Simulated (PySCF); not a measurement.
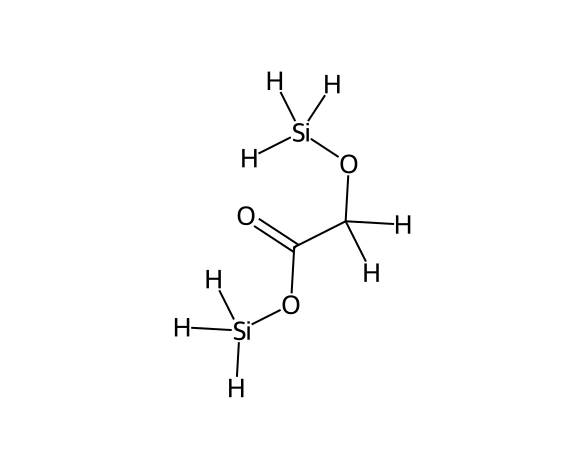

Skeletal drawing of a molecule.

**Give its SMILES.**

O=C(CO[SiH3])O[SiH3]

**Give the formula, hydrogens included.**

C2H8O3Si2.

The parts below concern this one geometry. Atoms keep their numbers from picture to picture. The computed structure is the end point of a PBE0-D3(BJ)/def2-SVP optimisation. No frequency run is at hand to confirm it as a minimum.

### Shape

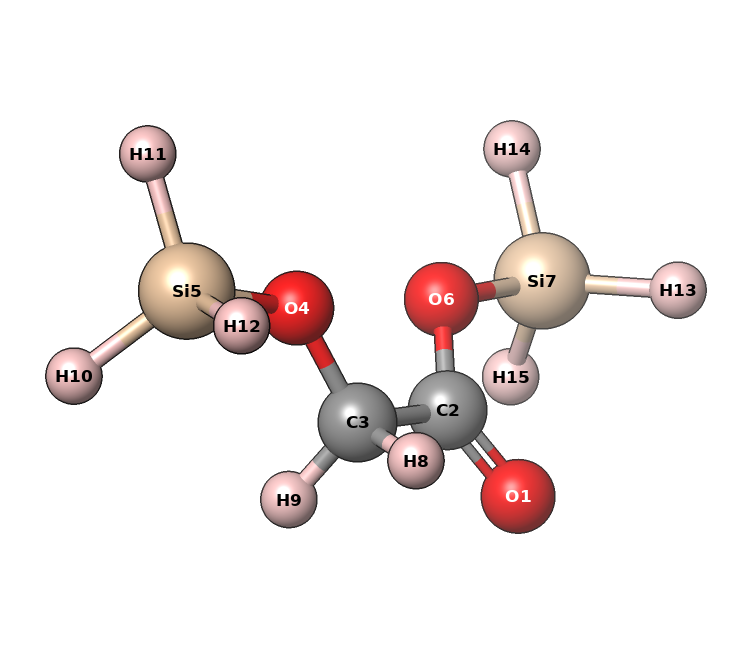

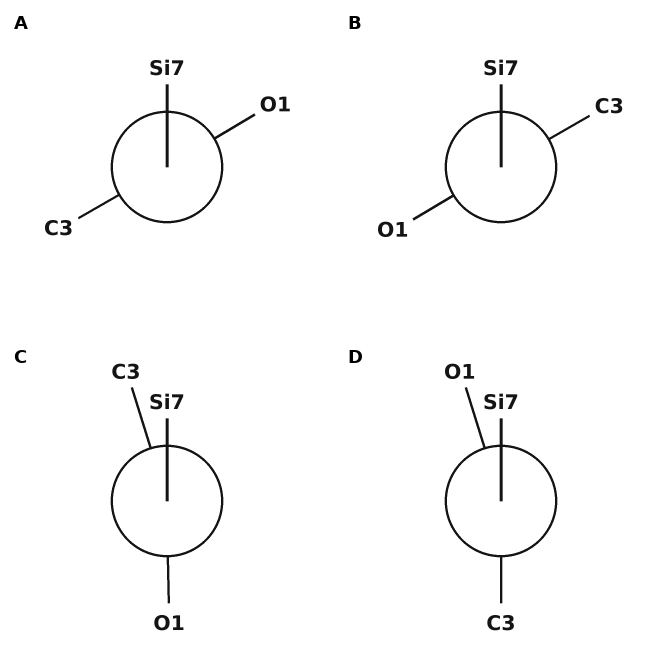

Distant atoms are faded towards the background colour. Bonds that would overlap in a projection are set slightly apart. No frequency run is at hand to confirm it as a minimum.

**Which Newman projection shows the view along O6–C2, with O6 in front?**

D. The torsion angle Si7–O6–C2–O1 is −1°, synperiplanar (eclipsed).

### Polarisability

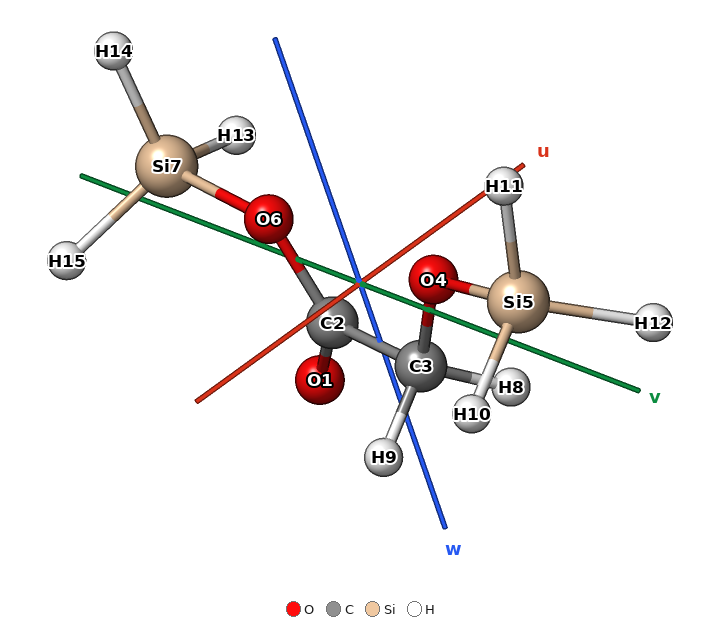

The lines u, v and w are the principal axes of the static dipole polarisability. No frequency run is at hand to confirm it as a minimum. Level of theory: CAM-B3LYP/def2-SVPD (PySCF 2.14.0).

**Along which axis is the molecule most polarisable, and along which least?**

Most along v (nearly parallel to the C2–C3 bond), least along u.

**Give the three principal values.**

u 73.9, v 101.2, w 87.3 bohr³; mean 87.5, anisotropy 23.7 bohr³.

### NMR shielding

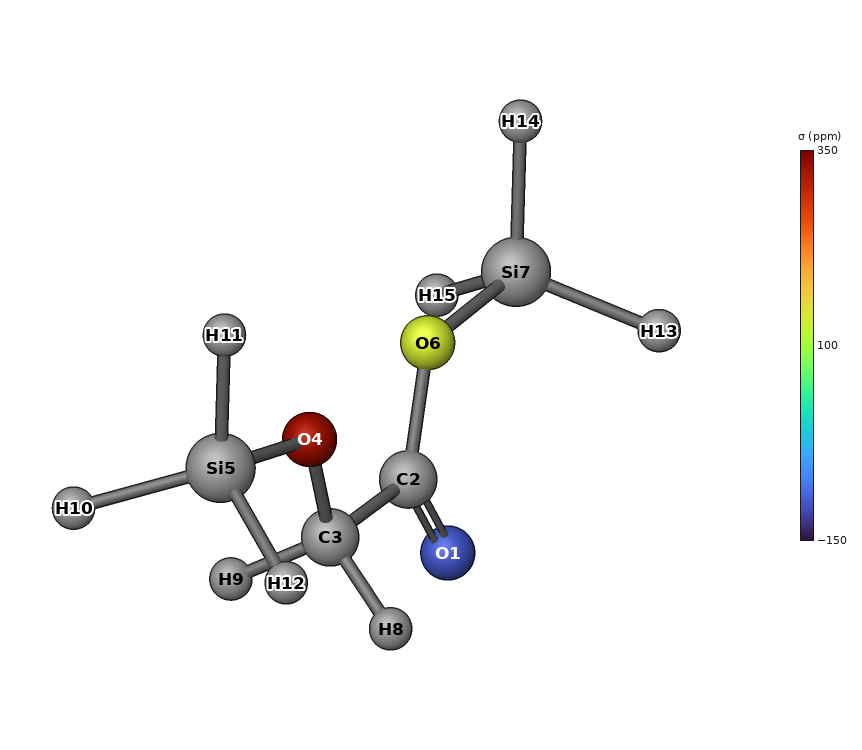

Atoms are coloured by their isotropic NMR shieldings (O only, the others grey). No frequency run is at hand to confirm it as a minimum. Properties computed with GIAO CAM-B3LYP/pcSseg-1 NMR shielding, non-relativistic, gas phase (PySCF 2.14.0).

List the isotropic NMR shieldings of the O atoms.

| atom | σ (ppm) |
| --- | --- |
| O1 | −100.8 |
| O4 | 327.3 |
| O6 | 135.6 |

### Excitation

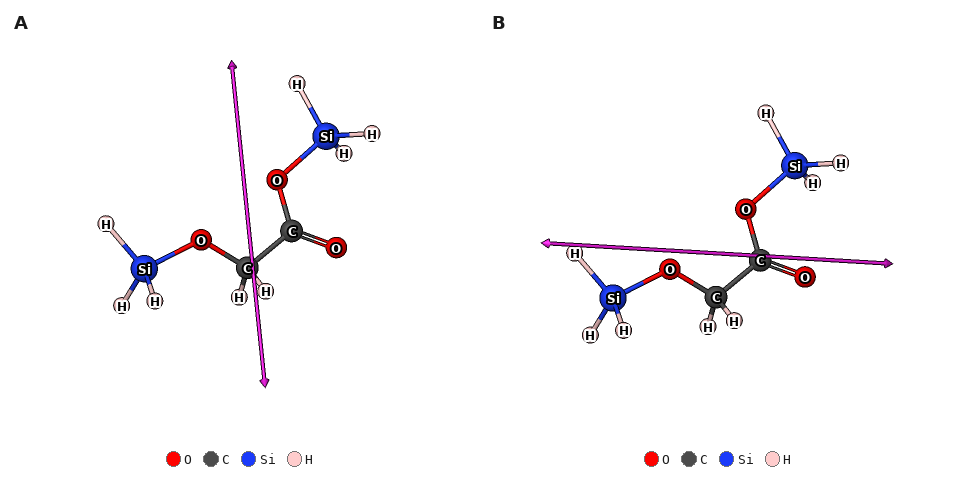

The double arrows show the directions of two transition dipoles from the ground state (lengths mean nothing). No frequency run is at hand to confirm it as a minimum. Level of theory: TDDFT CAM-B3LYP/def2-SVPD, vertical, gas phase, core orbitals frozen in the response (PySCF 2.14.0).

**One belongs to singlet state 5 and one to singlet state 9. Which is which?**

A: state 9, 8.28 eV (150 nm), oscillator strength 0.11, mainly HOMO−2 → LUMO+1 (weight 0.52).
B: state 5, 8.01 eV (155 nm), oscillator strength 0.020, of mixed character, with the largest part HOMO−3 → LUMO (weight 0.39).
